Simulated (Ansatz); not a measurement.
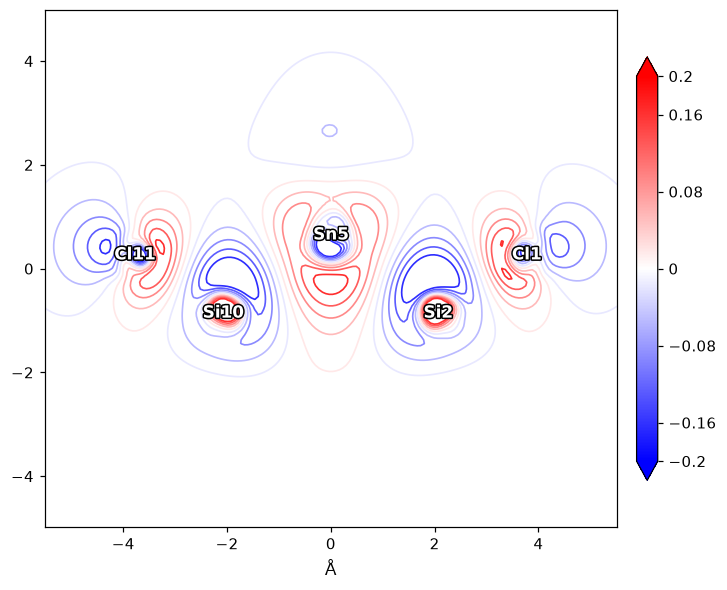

The picture shows: Cl9HSi3Sn (SMILES Cl[Si](Cl)(Cl)[SnH]([Si](Cl)(Cl)Cl)[Si](Cl)(Cl)Cl). The LUMO on the plane of atoms Sn5, Si10 and Cl11 (values in Å⁻³ᐟ²; the overall sign is arbitrary).

Geometry: PBE0-D4/def2-TZVP; core potentials replace the inner electrons of Sn.

The calculation used Ansatz, RKS PBE0-D4/def2-TZVPP.

```xyz
14

Cl   -0.9623    2.8710    2.3338
Si   -0.6825    0.8607    2.1264
Cl    0.2163    0.1485    3.8139
Cl   -2.5045   -0.0322    1.9350
Sn    0.7440    0.3560    0.0626
Si   -0.5146    1.2085   -1.9962
Cl   -2.3381    0.3050   -2.1072
Cl   -0.7946    3.2263   -1.8836
Cl    0.5245    0.7869   -3.7006
Si    0.9665   -2.1851   -0.1426
Cl    2.0378   -2.6816   -1.8065
Cl   -0.8848   -3.0251   -0.2876
Cl    1.9056   -2.9599    1.4945
H     2.2740    1.0918    0.1870
```

### What is the character of this orbital?

It lies mainly on Sn5 (about 20 %), Si2 (about 15 %), Si6 (about 15 %) and Si10 (about 15 %). Its energy is −1.54 eV.
